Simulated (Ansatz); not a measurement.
# NH2 (SMILES [NH2]): RPA@PBE/def2-TZVPPD

Aim: the vertical doublet–quartet gap of NH2 at RPA@PBE/def2-TZVPPD, from 2 runs. 

The results are computed with Ansatz 0.2.0.

34 further runs of the same task are left out: 34 set aside as unsound or not needed.

## Step 1: The system as given

NH2: 3 atoms, total charge 0, spin state doublet. SMILES: `[NH2]`. The coordinates come from a PBE0-D4/def2-TZVP relaxation.

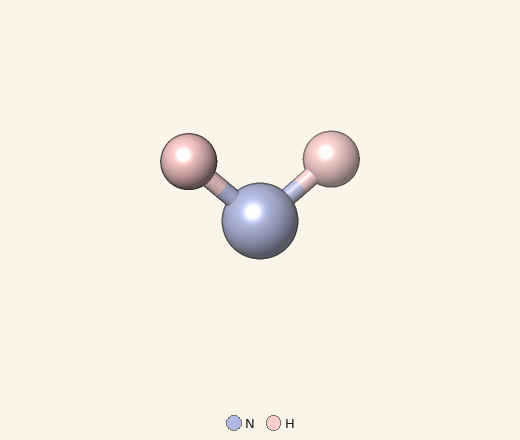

The structure, seen from a chosen angle (nitrogen light blue, hydrogen pink).

## Step 2: A single-point energy at RPA@PBE/def2-TZVPPD

File job.yaml:

```yaml
crystal:
  periodic: [false, false, false]
  atoms:
    - {symbol: N, position_ang: [0.337090, -0.200010, 0.166180]}
    - {symbol: H, position_ang: [0.130750, 0.805920, 0.159430]}
    - {symbol: H, position_ang: [-0.467840, -0.605900, -0.325600]}
basis:
  gaussian:
    orbitals: def2-TZVPPD.json
magnetization:
  spin_polarized: true
  initial_magnetization: 1
hamiltonian:
  xc: {name: PBE}
correlation:
  method: rpa
  frozen_orbitals: {H: 0, "N": 1}
accuracy: high
```

The basis set def2-TZVPPD is read from a file made from the Basis Set Exchange's data (not shown).

Command:

```
ansatz run job.yaml --threads 1 --pin off --max-ram 3480MiB --events-out events.jsonl --progress --plain --runs-dir runs
```

Log:

```text
Warning: RAYON_NUM_THREADS=1 ignored (pool sized by the plan → 1); use --threads N
Functional definition: PBE
  name "PBE"
  parameter kappa = 0.804
  parameter beta = 0.06672455060314922
  exchange = pbe_x(kappa = kappa, mu = beta*pi^2/3)
  correlation = pbe_c(beta = beta)
1087 factors; integrals over basis functions are off by at most 3.7e-9 eV
mean field evaluation 1: about -1515.5796 eV, gradient 3.0e1 eV
mean field evaluation 2: about -1515.5800 eV, gradient 3.0e1 eV
mean field evaluation 4: about -1519.2211 eV, gradient 3.2e0 eV
mean field evaluation 8: about -1519.2745 eV, gradient 8.7e-3 eV
mean field evaluation 16: about -1519.2745 eV, gradient 5.8e-8 eV
mean field -1519.27450011 eV, -55.8323080777 hartree, gradient 2.8e-8 eV, S^2 0.752968; 0 other end points of the search recorded, 0 dependent functions left out
1 core orbitals not correlated: weight in the atoms' cores, before any rotation towards them, 1.000 or more for the frozen orbitals, at most 0.000 for the correlated occupied ones
reference -1512.43847318 eV, -55.5810887218 hartree; 4, 3 occupied and 66, 67 virtual orbitals, 1087 factors
Total energy: -1521.35845566 eV, -55.9088920318 hartree
```

Wall time 2.2 s (1 thread of Intel Xeon Platinum 8375C at 2.90GHz (Ice Lake), shared host); peak memory 0.2 GiB.

## Step 3: The quartet

File in.yaml:

```yaml
basis:
  gaussian:
    orbitals: def2-TZVPPD.json
crystal:
  periodic: [false, false, false]
  atoms:
    - {symbol: N, position_ang: [0.337090, -0.200010, 0.166180]}
    - {symbol: H, position_ang: [0.130750, 0.805920, 0.159430]}
    - {symbol: H, position_ang: [-0.467840, -0.605900, -0.325600]}
hamiltonian:
  xc: pbe
magnetization:
  spin_polarized: true
  initial_magnetization: 3
accuracy: high
correlation:
  method: rpa
  frozen_orbitals: {H: 0, "N": 1}
```

The basis set def2-TZVPPD is read from a file made from the Basis Set Exchange's data (not shown).

Command:

```
ansatz run in.yaml --threads 1 --pin off --max-ram 3480MiB --events-out events.jsonl --progress --plain --runs-dir runs
```

Log (excerpt; [...] marks lines left out):

```text
Warning: RAYON_NUM_THREADS=1 ignored (pool sized by the plan → 1); use --threads N
[... 2 set-up lines as earlier in the session ...]
[...]
1087 factors; integrals over basis functions are off by at most 3.7e-9 eV
[...]
mean field -1511.90582851 eV, -55.5615143910 hartree, gradient 6.4e-8 eV, S^2 3.752443; 2 other end points of the search recorded, 0 dependent functions left out
1 core orbitals not correlated: weight in the atoms' cores, before any rotation towards them, 1.000 or more for the frozen orbitals, at most 0.000 for the correlated occupied ones
reference -1505.99299247 eV, -55.3442216745 hartree; 5, 2 occupied and 65, 68 virtual orbitals, 1087 factors
Total energy: -1513.95654798 eV, -55.6368769418 hartree
```

Run time: 3.9 s. Hardware: 1 thread of Intel Xeon Platinum 8375C at 2.90GHz (Ice Lake), shared host; peak memory 0.2 GiB.

## Step 4: Results

At RPA@PBE/def2-TZVPPD, 1 core orbital frozen:

```
                                        quantity         value
                           doublet: total energy  -55.90889 Eh
       doublet: RPA correlation energy (valence)    -327.8 mEh
      doublet: ⟨S²⟩ of the reference determinant         0.753
                           quartet: total energy  -55.63688 Eh
       quartet: RPA correlation energy (valence)    -292.7 mEh
      quartet: ⟨S²⟩ of the reference determinant         3.752
vertical energy of the quartet above the doublet      7.402 eV
```

**Reading.** At this shape the quartet lies 7.40 eV (171 kcal/mol) above the doublet.
